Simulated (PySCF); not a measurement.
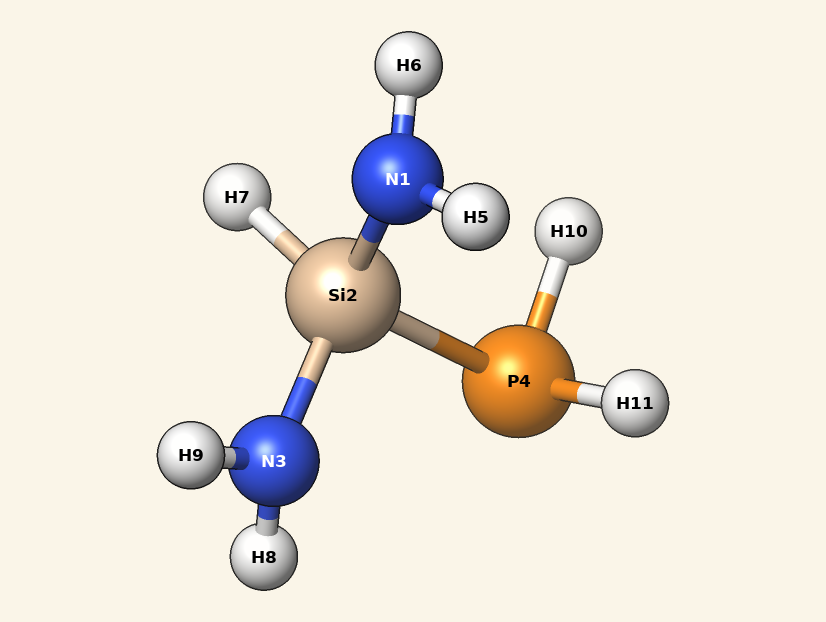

The computed structure is the end point of a PBE0-D3(BJ)/def2-SVP optimisation. No frequency run is at hand to confirm it as a minimum. Level of theory: delta-SCF UKS HF, pcX-2 on the ionised atom, pcseg-1 elsewhere, spin-free X2C (PySCF 2.14.0).

Give the core-electron binding energies (to vacuum; p and d levels without spin–orbit splitting) of N1 1s, Si2 1s, Si2 2p, P4 1s, P4 2p.

```csv
atom,level,binding energy (eV)
N1,1s,404.2
Si2,1s,1847.8
Si2,2p,106.6
P4,1s,2150.4
P4,2p,135.7
```
